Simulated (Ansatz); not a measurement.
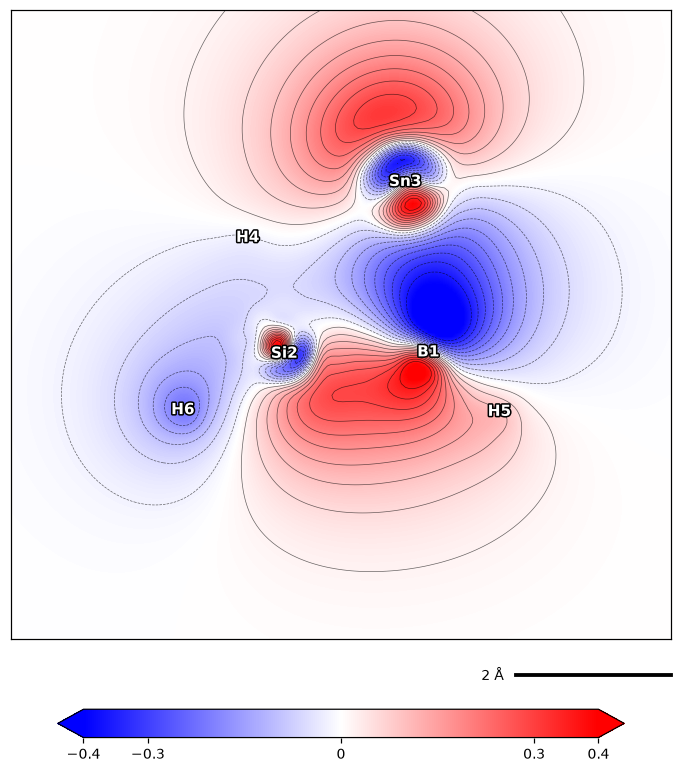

Figure 1: BH3SiSn. The HOMO on the molecular plane (values in Å⁻³ᐟ²; the overall sign is arbitrary).

Geometry: PBE0-D3(BJ)/def2-SVP; core potentials replace the inner electrons of Sn.

These are results of isolated molecule in a Gaussian basis; Kohn-Sham density functional theory, functional PBE0 in Ansatz 0.2.0, not measurements.

Input

```
crystal:
  periodic: [false, false, false]
  atoms:
    - {symbol: B, position_ang: [-0.100714, 1.407441, -1.820325]}
    - {symbol: Si, position_ang: [1.703064, 1.172666, -1.457515]}
    - {symbol: Sn, position_ang: [0.562602, 3.440896, -2.407397]}
    - {symbol: H, position_ang: [2.416787, 2.523424, -1.804593]}
    - {symbol: H, position_ang: [-1.130532, 0.794767, -1.773702]}
    - {symbol: H, position_ang: [2.850426, 0.335652, -0.993076]}
basis:
  gaussian: {orbitals: def2-TZVPD}
hamiltonian: {xc: pbe0}
output: {forces: true, orbitals: {seedname: orbitals}}
```

Command:

```sh
ansatz run input.yaml --threads 2 --pin off --max-ram 4350MiB --events-out events.jsonl --progress --plain --runs-dir runs
```

> Describe this orbital and give its energy.

Its weight (Hirshfeld) is mainly on Sn3 (about 50 %), B1 (about 30 %) and Si2 (about 15 %); it is symmetric in the molecular plane (an in-plane orbital: σ, lone-pair or in-plane π type). Its energy is −6.04 eV.
